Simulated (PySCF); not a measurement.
## Electronic structure of C₄H₅NOSi in real space

```xyz
12

C     2.2091    0.1707    0.3692
C     1.1606   -0.3120   -0.2834
Si   -0.5580    0.4442   -0.2775
C    -1.1035    0.8048    1.4752
N    -1.4187    1.0273    2.5538
C    -1.8097   -0.8587   -0.9460
O    -1.4657   -1.8607   -1.5164
H     3.1772   -0.3040    0.3295
H     2.1474    1.0606    0.9752
H     1.2848   -1.2133   -0.8738
H    -0.7294    1.6949   -1.0239
H    -2.8928   -0.6544   -0.8080
```

Geometry: GFN2-xTB.

The calculation used PBE0/def2-SVPD, SCF density, gas phase (PySCF).

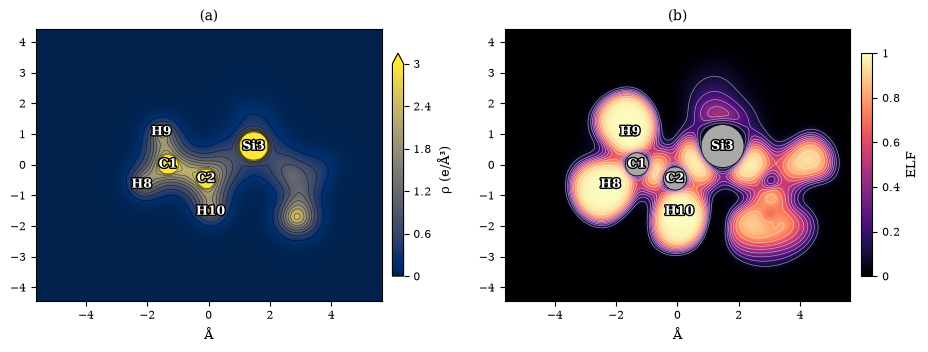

Figure 1. (a) total electron density; (b) ELF on the plane of atoms C1, C2 and H10. Grey discs cover the atomic cores in the ELF map.

What does the map show?

Answer.
- Atoms in the plane: C, Si and H.
- C–C (1.33 Å): ρ at the midpoint is about 2.3 e/Å³; the ELF peaks at about 0.90 between the atoms: a short, multiple covalent bond.
- C–Si (1.88 Å): ρ at the midpoint is about 0.96 e/Å³; the ELF peaks at about 0.95 between the atoms (localised, covalent bonding).
- C–H (1.08 Å): ρ at the midpoint is about 2 e/Å³; the ELF climbs to about 1 towards the hydrogen, as it does in any bond to H; an ordinary covalent bond to hydrogen.
- The ELF also peaks beside O7, away from the bonds: lone-pair regions.

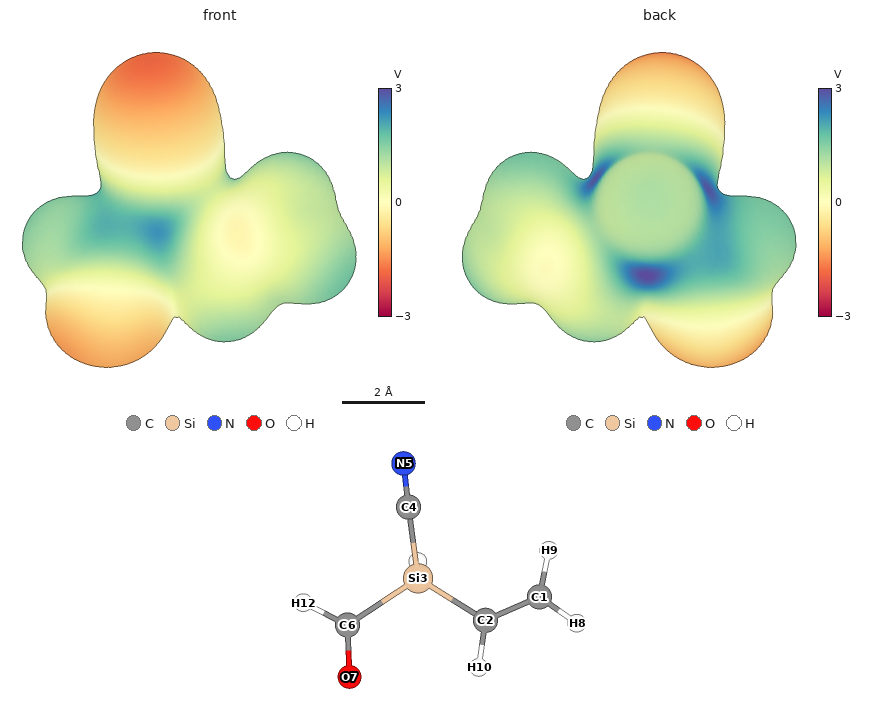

Figure 2. The electrostatic potential painted on the density surface at 0.004 e/bohr³, seen from the front and from behind; red is negative and blue positive. The bare structure is drawn below in the same view.

Which sites attract a positive test charge, and which a negative one?

Answer. A positive charge is drawn to the negative regions and a negative charge to the positive ones. The most negative region (about −1.8 V) lies over N5, the most positive (about +2.8 V) over Si3. N5 is the likeliest acceptor of a hydrogen bond.

What dipole moment does the calculation give?

Answer. Its dipole moment is 2.84 D.
